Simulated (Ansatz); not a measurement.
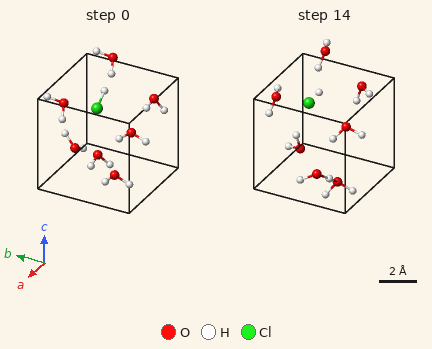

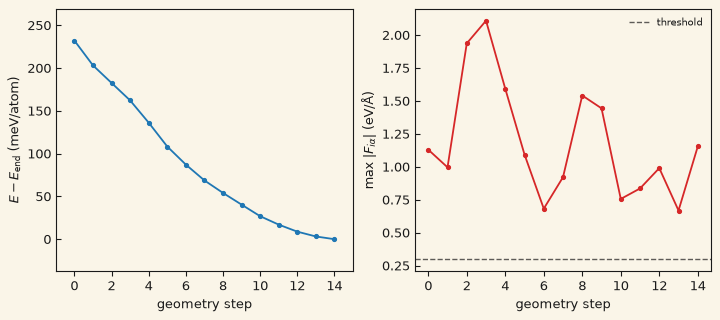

First and last geometry of a relaxation of an amorphous cell of composition H13ClO6, with the history of the run. The picture is a ball-and-stick view of the cell of the calculation, seen from a free direction.

The cell holds 6 H2O + 1 HCl. The run prepares the start of a later molecular dynamics calculation, from a guessed geometry.

All numbers below come from Ansatz, DFT PBEsol, scalar-relativistic, plane waves, PAW. Settings: plane-wave cutoff 420 eV; k-point mesh 1 × 1 × 1; occupations fermi dirac; smearing width 0.05 eV; no spin polarisation; atoms relaxed in a fixed cell; force threshold 0.3 eV/Å; at most 15 steps.

> What do the curves and the structures tell?

The relaxation stopped without meeting its thresholds, so the last structure isn't shown to be converged. It used up its limit of 15 steps. Over 14 geometry steps the energy falls by 232 meV per atom. Largest force component: 1.1 eV/Å at the start, 1.2 eV/Å at the end. The atom that moves furthest is an H atom (1.41 Å along [1 3 1]). By element the largest moves are H 1.41 Å, O 1.15 Å, Cl 0.47 Å. The cell doesn't change. Among the contacts that change: H–O 2.746 → 1.373 Å, H–O 2.249 → 1.012 Å, Cl–H 1.280 → 2.005 Å, H–O 0.969 → 1.099 Å. New bonds form: H–O (2.25 → 1.01 Å). Bonds break: Cl–H (1.28 → 2.00 Å). Bond angles that change, for instance: H–O–H 104.0° → 98.1°, H–O–H 104.0° → 108.2°, H–O–H 104.0° → 107.0°.

Limits of the set-up: the periodic images lie only 5.7 Å apart, so the values are limited by the cell's size.
